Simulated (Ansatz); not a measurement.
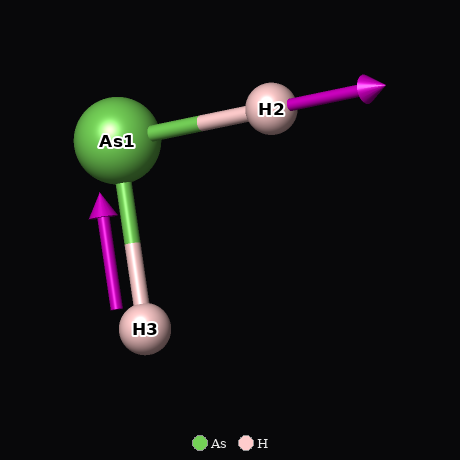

The arrows show one normal mode. The species is neutral and a spin doublet. Harmonic vibrations computed with UKS PBE0-D4/def2-TZVP (Ansatz 0.2.0) at a stationary point of the same level.

Question: Describe the motion.

Answer: Mostly out-of-phase stretching of 2 As–H bonds.

Question: At what wavenumber does it lie?

Answer: 2209 cm⁻¹; it is mode 3 of 3 counted from the lowest.
